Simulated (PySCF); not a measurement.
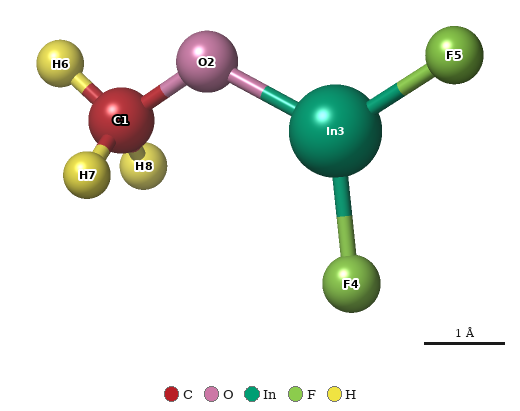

The structure as given in the input (ball-and-stick view, seen at a tilt; atoms are numbered from 1 in the order of the input). Sticks mark near contacts. Bond lengths as drawn: C–H 1.09 to 1.10 Å, C–O 1.41 Å, F–In 1.92 to 1.94 Å and In–O 1.95 Å.

Energy and gradient calculation of CH3F2InO

System: CH3F2InO, SMILES C[O][In]([F])[F].
Method: wB97X/STO-3G, RKS (PySCF 2.14.0).

The geometry comes from this level: PBE0-D4/def2-TZVP. Figures and captions count atoms from 1; the log counts them from 0 in places.

Input (job.py):
```python
from pyscf import gto, dft

molecule = gto.Mole()
molecule.atom = 'mol.xyz'
molecule.max_memory = 1860
molecule.spin = 0
molecule.verbose = 4
molecule.basis = 'sto-3g'
molecule.build()

myscf = dft.RKS(molecule, xc='wb97x')
myscf.grids.level = 5
myscf.conv_tol = 1e-10
myscf.kernel()
if not myscf.converged:
    myscf = myscf.newton().run(myscf.mo_coeff, myscf.mo_occ)

e_final = myscf.e_tot
print('E(%s) = %.9f' % ('WB97X', e_final))
grad = myscf.nuc_grad_method().kernel()
myscf.analyze()
```

File mol.xyz:
```
8
CH3F2InO
C     -0.370900    -0.710900     1.103600
O      0.381300     0.418500     0.704400
In     0.524700     0.940200    -1.172900
F     -0.354700    -0.064400    -2.575300
F      1.533100     2.465400    -1.771400
H     -0.291200    -0.781900     2.191900
H      0.009800    -1.643900     0.673800
H     -1.432100    -0.622900     0.845900
```

Launch command:
```bash
OMP_NUM_THREADS=1 python job.py
```

Output:
```
PySCF version 2.14.0

[INPUT] num. atoms = 8
[INPUT] num. electrons = 84
[INPUT] charge = 0
[INPUT] spin (= nelec alpha-beta = 2S) = 0
[INPUT] symmetry False subgroup None
[INPUT] Mole.unit = angstrom
[INPUT] Symbol           X                Y                Z      unit          X                Y                Z       unit  Magmom
[INPUT]  1 C     -0.370900000000  -0.710900000000   1.103600000000 AA   -0.700899419601  -1.343406301953   2.085501751070 Bohr   0.0
[INPUT]  2 O      0.381300000000   0.418500000000   0.704400000000 AA    0.720552571297   0.790850383130   1.331123082144 Bohr   0.0
[INPUT]  3 In     0.524700000000   0.940200000000  -1.172900000000 AA    0.991539297559   1.776720502316  -2.216459771502 Bohr   0.0
[INPUT]  4 F     -0.354700000000  -0.064400000000  -2.575300000000 AA   -0.670285856383  -0.121698362422  -4.866611688592 Bohr   0.0
[INPUT]  5 F      1.533100000000   2.465400000000  -1.771400000000 AA    2.897139121571   4.658930787503  -3.347460857055 Bohr   0.0
[INPUT]  6 H     -0.291200000000  -0.781900000000   2.191900000000 AA   -0.550288247473  -1.477576856797   4.142090692434 Bohr   0.0
[INPUT]  7 H      0.009800000000  -1.643900000000   0.673800000000 AA    0.018519316021  -3.106520776173   1.273297462732 Bohr   0.0
[INPUT]  8 H     -1.432100000000  -0.622900000000   0.845900000000 AA   -2.706276782990  -1.177110402992   1.598519328770 Bohr   0.0

nuclear repulsion = 512.892907800714
number of shells = 26
number of NR pGTOs = 150
number of NR cGTOs = 50
basis = sto-3g
ecp = {}

******** <class 'pyscf.dft.rks.RKS'> ********
method = RKS
initial guess = minao
damping factor = 0
level_shift factor = 0
DIIS = <class 'pyscf.scf.diis.CDIIS'>
diis_start_cycle = 1
diis_space = 8
diis_damp = 0
SCF conv_tol = 1e-10
SCF conv_tol_grad = None
SCF max_cycles = 50
direct_scf = True
direct_scf_tol = 1e-13
XC library pyscf.dft.libxc version 7.0.0
    S. Lehtola, C. Steigemann, M. J.T. Oliveira, and M. A.L. Marques.,  SoftwareX 7, 1–5 (2018)
XC functionals = wb97x
radial grids:
    Treutler-Ahlrichs [JCP 102, 346 (1995); DOI:10.1063/1.469408] (M4) radial grids

becke partition: Becke, JCP 88, 2547 (1988); DOI:10.1063/1.454033
pruning grids: <function nwchem_prune>
grids dens level: 5
symmetrized grids: False
atomic radii adjust function: <function treutler_atomic_radii_adjust>
small_rho_cutoff = 0
Set gradient conv threshold to 1e-05
Initial guess from minao.
tot grids = 291664
init E= -5980.342142216
  HOMO = -0.567997615988253  LUMO = -0.441417861454034  gap/eV = 3.44441
cycle= 1 E= -5995.21270768975  delta_E= -14.9  |g|= 0.604  |ddm|=  3.5
  HOMO = -0.0842864201331929  LUMO = 0.235347871972583  gap/eV = 8.69769
cycle= 2 E= -5995.35280371278  delta_E= -0.14  |g|= 0.335  |ddm|=  1.5
  HOMO = -0.198622892026077  LUMO = 0.213816530356043  gap/eV = 11.22305
cycle= 3 E= -5995.39235818792  delta_E= -0.0396  |g|= 0.0621  |ddm|= 0.545
  HOMO = -0.206721577212723  LUMO = 0.202250540587158  gap/eV = 11.12870
cycle= 4 E= -5995.39387912048  delta_E= -0.00152  |g|= 0.0256  |ddm|= 0.131
  HOMO = -0.209953609056299  LUMO = 0.200205926800171  gap/eV = 11.16101
cycle= 5 E= -5995.39416910576  delta_E= -0.00029  |g|= 0.00633  |ddm|= 0.051
  HOMO = -0.210854121435589  LUMO = 0.199748962190604  gap/eV = 11.17308
cycle= 6 E= -5995.39420108518  delta_E= -3.2e-05  |g|= 0.000964  |ddm|= 0.0202
  HOMO = -0.210887359334402  LUMO = 0.199755555031538  gap/eV = 11.17416
cycle= 7 E= -5995.39420265742  delta_E= -1.57e-06  |g|= 0.000329  |ddm|= 0.00504
  HOMO = -0.210938474949819  LUMO = 0.199765850630964  gap/eV = 11.17583
cycle= 8 E= -5995.39420282911  delta_E= -1.72e-07  |g|= 0.000116  |ddm|= 0.00173
  HOMO = -0.210927742867947  LUMO = 0.199764045889291  gap/eV = 11.17549
cycle= 9 E= -5995.39420285047  delta_E= -2.14e-08  |g|= 2.37e-05  |ddm|= 0.000724
  HOMO = -0.210925588521513  LUMO = 0.199763059286672  gap/eV = 11.17541
cycle= 10 E= -5995.39420285127  delta_E= -8.02e-10  |g|= 5.54e-06  |ddm|= 0.000133
  HOMO = -0.210924646533844  LUMO = 0.199763340056354  gap/eV = 11.17539
cycle= 11 E= -5995.3942028513  delta_E= -3.46e-11  |g|= 2.53e-06  |ddm|= 2.86e-05
  HOMO = -0.210924923903649  LUMO = 0.199763331736801  gap/eV = 11.17540
```

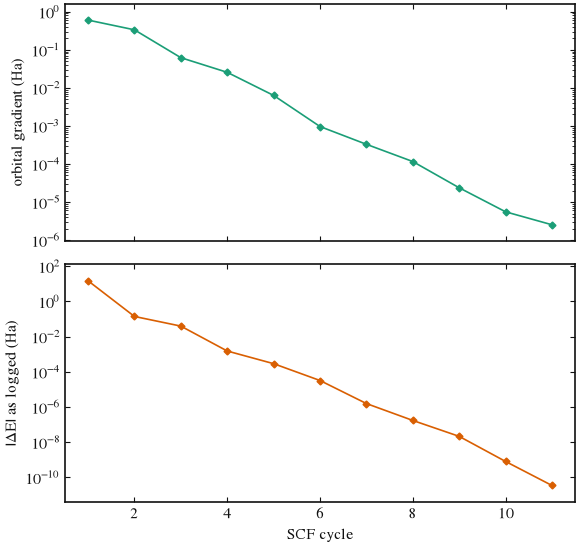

Convergence of the self-consistent field: orbital gradient and size of the energy change against the SCF cycle. The residual falls at every step.

```
Extra cycle  E= -5995.39420285131  delta_E= -9.09e-12  |g|= 1.99e-06  |ddm|= 8.13e-06
converged SCF energy = -5995.39420285131
E(WB97X) = -5995.394202851

******** <class 'pyscf.grad.rks.Gradients'> for <class 'pyscf.dft.rks.RKS'> ********
unit = Eh/Bohr
grid_response = False
--------------- RKS gradients ---------------
         x                y                z
0 C     0.0001168128    -0.0012113655     0.0076965970
1 O    -0.0214609083    -0.0358807674     0.0326716402
2 In     0.0038851121     0.0058177496    -0.0015835591
3 F    -0.0119723611    -0.0137975096    -0.0185986576
4 F     0.0134667225     0.0205689682    -0.0095810035
5 H     0.0023373551     0.0054872967    -0.0130249255
6 H    -0.0000547472     0.0142792867     0.0020159047
7 H     0.0136200937     0.0045615699     0.0003507370
----------------------------------------------
**** SCF Summaries ****
Total Energy =                       -5995.394202851312002
Nuclear Repulsion Energy =             512.892907800713601
One-electron Energy =                -9327.079012356938620
Two-electron Energy =                 2818.791901704913471
Two-electron Coulomb Energy =         3012.082178863301579
DFT Exchange-Correlation Energy =     -193.290277158388022
HOMO-LUMO gap [eV] =                    11.175396658112746
**** MO energy ****
MO #1   energy= -976.230112486073  occ= 2
MO #2   energy= -141.711814461838  occ= 2
MO #3   energy= -134.567149007062  occ= 2
MO #4   energy= -134.565065254267  occ= 2
MO #5   energy= -134.564839518589  occ= 2
MO #6   energy= -25.8069655234106  occ= 2
MO #7   energy= -24.2924970152789  occ= 2
MO #8   energy= -24.2799373566495  occ= 2
MO #9   energy= -23.171334267462   occ= 2
MO #10  energy= -23.1631558703767  occ= 2
MO #11  energy= -23.1630699013174  occ= 2
MO #12  energy= -18.8566259606335  occ= 2
MO #13  energy= -15.5438135109352  occ= 2
MO #14  energy= -15.5415549442923  occ= 2
MO #15  energy= -15.5412791036363  occ= 2
MO #16  energy= -15.5358185518598  occ= 2
MO #17  energy= -15.5357959757047  occ= 2
MO #18  energy= -10.1165694288386  occ= 2
MO #19  energy= -3.67473807152387  occ= 2
MO #20  energy= -2.63113553130611  occ= 2
MO #21  energy= -2.61903375301486  occ= 2
MO #22  energy= -2.61829138297088  occ= 2
MO #23  energy= -1.09552007382917  occ= 2
MO #24  energy= -1.08515462681501  occ= 2
MO #25  energy= -1.0155307465134   occ= 2
MO #26  energy= -0.736800134029545 occ= 2
MO #27  energy= -0.508567077577673 occ= 2
MO #28  energy= -0.499039334494522 occ= 2
MO #29  energy= -0.451978007656664 occ= 2
MO #30  energy= -0.399191081532684 occ= 2
MO #31  energy= -0.39565218826993  occ= 2
MO #32  energy= -0.383557062245295 occ= 2
MO #33  energy= -0.383134162824345 occ= 2
MO #34  energy= -0.375066646209193 occ= 2
MO #35  energy= -0.339939322953653 occ= 2
MO #36  energy= -0.293055464230725 occ= 2
MO #37  energy= -0.28938824878182  occ= 2
MO #38  energy= -0.265079485084554 occ= 2
MO #39  energy= -0.239766718058715 occ= 2
MO #40  energy= -0.234657648590468 occ= 2
MO #41  energy= -0.214930463760096 occ= 2
MO #42  energy= -0.210924923903649 occ= 2
MO #43  energy= 0.199763331736801  occ= 0
MO #44  energy= 0.206536858656394  occ= 0
MO #45  energy= 0.394200269597831  occ= 0
MO #46  energy= 0.420281443630567  occ= 0
MO #47  energy= 0.542335979371469  occ= 0
MO #48  energy= 0.575919846015469  occ= 0
MO #49  energy= 0.582805260736344  occ= 0
MO #50  energy= 0.613564012261599  occ= 0
 ** Mulliken pop on meta-lowdin orthogonal AOs  **
 ** Mulliken pop  **
pop of  0 C 1s            1.99965
pop of  0 C 2s            1.03722
pop of  0 C 2px           1.01140
pop of  0 C 2py           0.95242
pop of  0 C 2pz           1.05929
pop of  1 O 1s            1.99988
pop of  1 O 2s            1.71438
pop of  1 O 2px           1.64079
pop of  1 O 2py           1.41905
pop of  1 O 2pz           1.46693
pop of  2 In 1s           2.00000
pop of  2 In 2s           1.99998
pop of  2 In 3s           1.99983
pop of  2 In 4s           1.99892
pop of  2 In 5s           0.95725
pop of  2 In 2px          2.00000
pop of  2 In 2py          2.00000
pop of  2 In 2pz          2.00000
pop of  2 In 3px          1.99996
pop of  2 In 3py          1.99996
pop of  2 In 3pz          1.99995
pop of  2 In 4px          1.99822
pop of  2 In 4py          1.99857
pop of  2 In 4pz          1.99899
pop of  2 In 5px          0.47755
pop of  2 In 5py          0.52684
pop of  2 In 5pz          0.57505
pop of  2 In 3dxy         1.99997
pop of  2 In 3dyz         1.99998
pop of  2 In 3dz^2        1.99996
pop of  2 In 3dxz         1.99999
pop of  2 In 3dx2-y2      2.00000
pop of  2 In 4dxy         1.95993
pop of  2 In 4dyz         1.97926
pop of  2 In 4dz^2        1.95855
pop of  2 In 4dxz         1.99150
pop of  2 In 4dx2-y2      1.99410
pop of  3 F 1s            1.99996
pop of  3 F 2s            1.91180
pop of  3 F 2px           1.79292
pop of  3 F 2py           1.79322
pop of  3 F 2pz           1.69407
pop of  4 F 1s            1.99996
pop of  4 F 2s            1.90899
pop of  4 F 2px           1.76274
pop of  4 F 2py           1.62170
pop of  4 F 2pz           1.88751
pop of  5 H 1s            0.96314
pop of  6 H 1s            0.97433
pop of  7 H 1s            0.97434
 ** Mulliken atomic charges  **
charge of    0C =     -0.05999
charge of    1O =     -0.24104
charge of    2In =      0.58571
charge of    3F =     -0.19197
charge of    4F =     -0.18090
charge of    5H =      0.03686
charge of    6H =      0.02567
charge of    7H =      0.02566
Dipole moment(X, Y, Z, Debye): -0.27388, -0.40192,  0.10438
```

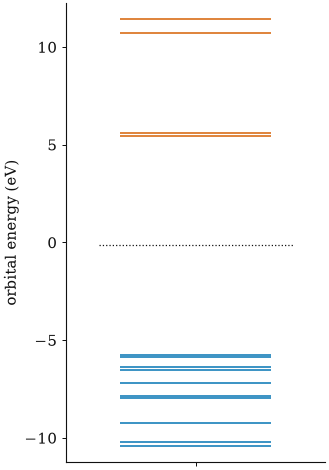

Orbital energies near the frontier; the dotted line parts filled from empty levels, and levels within 0.02 eV of each other stand side by side. Highest filled −5.74 eV, lowest empty 5.44 eV, 11.18 eV apart.

Key numbers:

- outcome: converged
- total energy: −5995.394203 hartree
- basis functions: 50
- largest force: 2.728 eV/Å
- HOMO: −5.74 eV
- LUMO: 5.44 eV
- dipole moment: 0.50 D
- hardware: 1 thread of Intel Xeon @ 2.50GHz (Skylake/Cascade Lake), 189 GiB of memory available, shared host
- wall time: 1.9 min (CPU time 67 s; the host was busy)
- peak memory: 0.52 GiB

Remarks:

The record of the run, not the program, notes: no relativistic term for heavy atoms.
